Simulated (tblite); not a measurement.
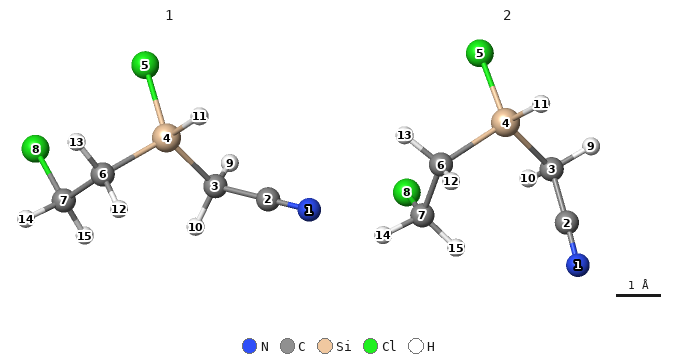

Two geometries of C$_{4}$H$_{7}$Cl$_{2}$NSi, drawn at one scale. One is the start of a relaxation, the other its converged end. The picture is a ball-and-stick view, seen face on.

Method: GFN2-xTB geometry optimisation, gas phase (tblite). 

**Which one is relaxed?**

Structure 2 is the relaxed one. The largest move after the best rigid fit is that of N1, 2.10 Å. Largest moves by element: N 2.10 Å, H 1.38 Å, Cl 1.30 Å, C 1.11 Å, Si 0.36 Å. Near-neighbour distances that change, for instance: Si4–Cl5 2.113 → 2.015 Å, Si4–C6 1.839 → 1.916 Å, C3–Si4 1.852 → 1.922 Å, C2–C3 1.485 → 1.428 Å. Among the angles between lasting bonds that change: H12–C6–H13 112.1° → 106.7°, C6–C7–H14 107.1° → 111.6°, Si4–C3–H10 113.8° → 110.4°. Groups turn about C3–Si4 by about 55°, Si4–C6 by about 35°. The energy falls by 11.5 kcal/mol in 115 geometry steps.
